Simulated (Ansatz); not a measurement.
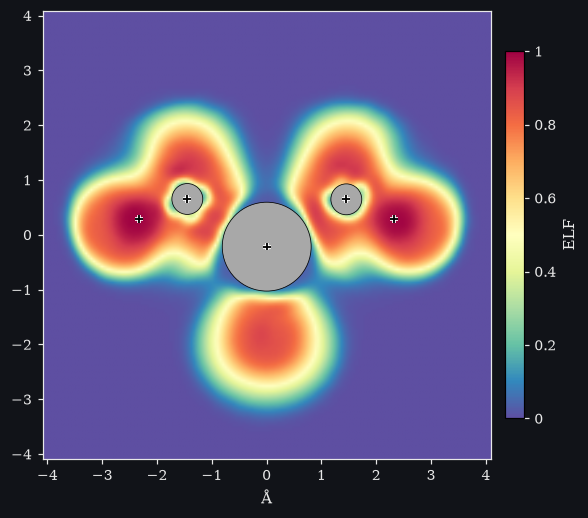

The ELF on a plane through atoms (crosses mark nuclei in the plane; grey discs cover the cores).

Level of theory: Ansatz 0.2.0, RKS PBE0/def2-SVP.

Candidates:
A. AlClFH3O2
B. BFH5PSSn

Question: Which candidate gave the map?

Answer: Candidate A: AlClFH3O2 on the plane of atoms O3, Al1 and O4, which holds Al, O and H. Al–O (1.69 Å): the ELF peaks at about 0.90 in the valence shell of O, 0.6 Å from its nucleus, and is about 0.35 at the midpoint. O–H (0.96 Å): the ELF climbs to about 1 towards the hydrogen, as it does in any bond to H (a covalent bond by its length).
